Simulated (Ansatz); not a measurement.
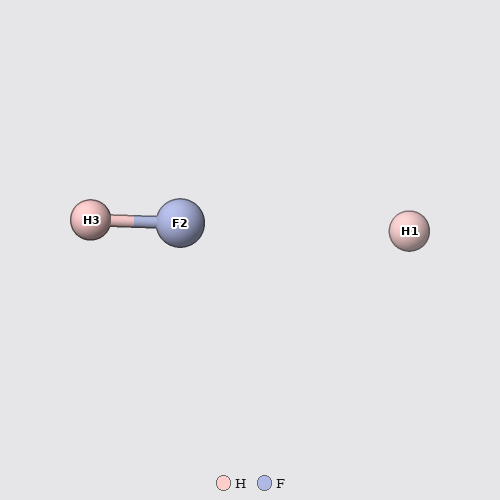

The system is H + FH, spin multiplicity 2; the picture shows the reference structure. The first coordinate is: distance H1–F2; the second: distance F2–H3. Nothing is relaxed (the angle H1–F2–H3 is fixed at 180 degrees). The grid has 17 × 17 points; 153 points were computed and 136 follow by symmetry. Points are written as (first, second). Energies are in eV, from H far from the relaxed FH (each part in its own basis). In part of the range the unrestricted reference is strongly spin-contaminated. Theory: Ansatz, UKS PBE0-D4/def2-SVPD.

Its coordinates:

```yaml
atoms:
  - { symbol: H, position_ang: [-2.3280, 0.0000, 0.0000] }
  - { symbol: F, position_ang: [0.0000, 0.0000, 0.0000] }
  - { symbol: H, position_ang: [0.9100, 0.0000, 0.0000] }
```

Range: distance H1–F2 from 0.728 to 2.328 Å; distance F2–H3 from 0.728 to 2.328 Å.

What landscape does the calculation give?

Answer. The lowest grid point is at (0.910 Å, 2.328 Å), 0.031 eV from H far from the relaxed FH (each part in its own basis). It lies in a valley that leaves the map towards separated partners. The highest grid point, (0.728 Å, 0.728 Å), lies 8.89 eV above the lowest. On the interpolated surface the lowest path from the side where the first distance is long, about (2.33 Å, 0.93 Å), to the side where the second distance is long, about (0.93 Å, 2.33 Å), has its top at about (1.15 Å, 1.15 Å), about 1.5 eV above the start and 1.5 eV above the end.

```tsv
distance F2–H3 ↓, distance H1–F2 →	0.772	0.910	1.081	1.274	1.485	1.711	1.949	2.199
2.328	1.01	0.03	0.57	1.81	3.20	4.29	4.91	5.25
2.073	1.08	0.09	0.62	1.84	3.17	4.16	4.71	5.01
1.829	1.23	0.23	0.72	1.89	3.08	3.89	4.34	4.57
1.596	1.53	0.49	0.92	1.93	2.84	3.38	3.65	3.77
1.378	2.07	0.96	1.21	1.87	2.32	2.49	2.53	2.52
1.175	2.92	1.63	1.49	1.56	1.48	1.33	1.22	1.16
0.992	4.06	2.46	1.75	1.22	0.75	0.44	0.27	0.18
0.835	5.62	3.73	2.57	1.67	1.02	0.63	0.42	0.33
0.728	7.81	5.82	4.46	3.41	2.69	2.26	2.04	1.94
```

The table holds every second grid line.

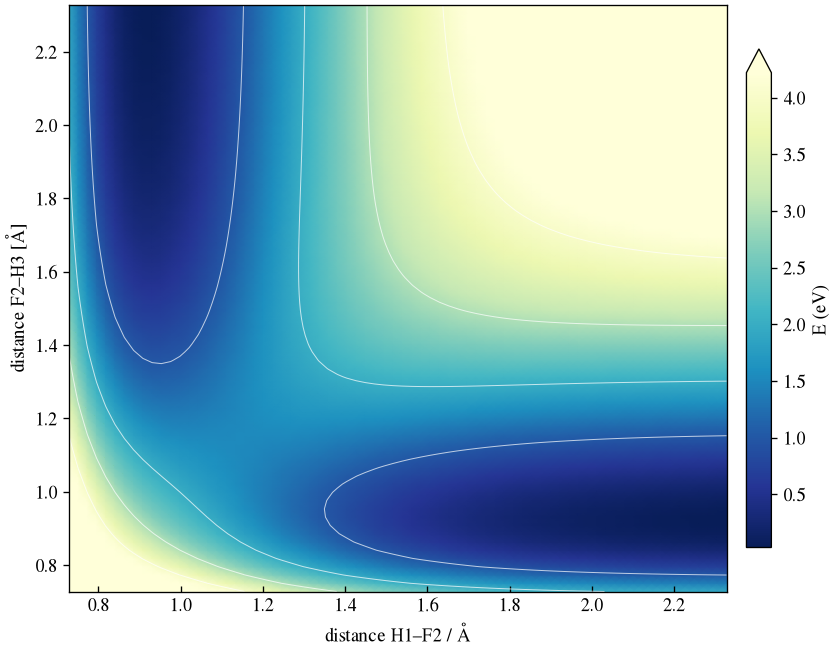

The picture shows a smooth colour map with a few white contour lines, one colour for all values above the top of the scale. Between grid points the surface is interpolated.

Each point was launched as `ansatz run input.yaml --threads 1 --pin off --max-ram 2560MiB --backend cpu --events-out ev --progress --plain --runs-dir out`. The whole map (153 points run) took 2.3 min on 1 thread of Arm Neoverse V2 (shared host).
